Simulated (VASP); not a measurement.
Band structure of TaTi (space group P4/mmm). These are PBE GGA, VASP's PBE PAW potentials (set 64) (plane waves; VASP) values and carry that method's errors.

Unless said otherwise, spin-orbit coupling is left out, though it shifts the bands of the heavy elements here.

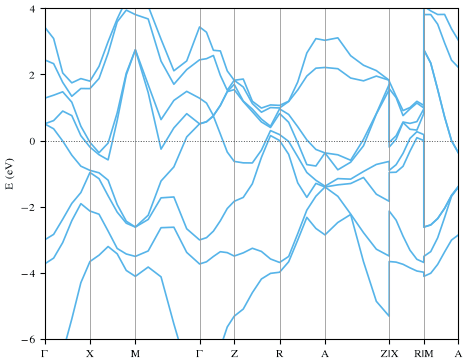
Figure: Bands along high-symmetry lines, zero at the valence-band maximum or, without a gap, the Fermi level

Q: Read the plot: is there a gap, and where are the band edges?

A: It has no gap at this level: it comes out as a metal or semimetal.

The structure was generated: TaTi was put into an ordered model structure, which need not be its known phase. The cell was not relaxed at this level. The electron count is odd and the run is not spin-polarised, which forces a metal.
